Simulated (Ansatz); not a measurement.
System: C₂H₆InN.

The calculation's input:

```
crystal:
  periodic: [false, false, false]
  atoms:
    - { symbol: C, position_ang: [0.90642, -1.00236, -0.49119] }
    - { symbol: C, position_ang: [-0.02105, -0.99497, 0.68836] }
    - { symbol: "N", position_ang: [-0.78636, -0.07978, 1.0615] }
    - { symbol: In, position_ang: [-1.0322, 1.79039, 0.1325] }
    - { symbol: H, position_ang: [0.64402, -1.82389, -1.15911] }
    - { symbol: H, position_ang: [0.84013, -0.05175, -1.02925] }
    - { symbol: H, position_ang: [1.93021, -1.16353, -0.15134] }
    - { symbol: H, position_ang: [-0.00281, -1.92201, 1.27719] }
    - { symbol: H, position_ang: [-1.47959, 0.17148, 1.79492] }
    - { symbol: H, position_ang: [-0.32497, 2.47747, -1.32433] }
basis:
  gaussian: { orbitals: def2-SVP }
hamiltonian:
  xc: hf
relax:
  f_tol: 0.02
  max_steps: 50
output:
  orbitals: {}
```

Launched as:

```sh
ansatz run input.yaml --threads 2 --pin off --max-ram 3072MiB --backend cpu --events-out ev --progress --plain --runs-dir out
```

The fields are those of the run's last geometry, not of the input's.

Core potentials replace the inner electrons of In.

Theory: RHF/def2-SVP (Ansatz).

**What will maps of the electron density and electron localisation function show?**

C–N (1.26 Å): ρ is about 3 e/Å³ halfway; the ELF peaks at about 0.90 between the atoms: a multiple bond.
C–C (1.49 Å): ρ is about 1.8 e/Å³ halfway; the ELF peaks at about 1 between the atoms: a shared electron pair.
N–H (1.01 Å): the density is about 2.9 e/Å³ at the midpoint; the ELF climbs to about 1 towards the hydrogen, as it does in any bond to H: an ordinary covalent bond to hydrogen.
C–H (1.09 Å): the density is about 2 e/Å³ at the midpoint; the ELF climbs to about 1 towards the hydrogen; a covalent bond by its length.

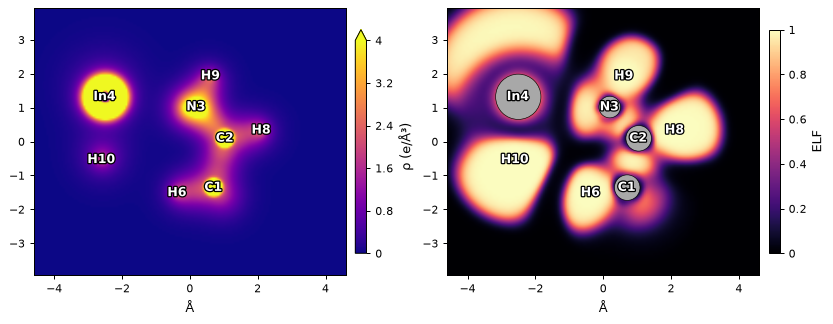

Computed electron density and electron localisation function on the plane of atoms C2, N3 and H9, in this order. Grey discs cover the atomic cores in the ELF map. 
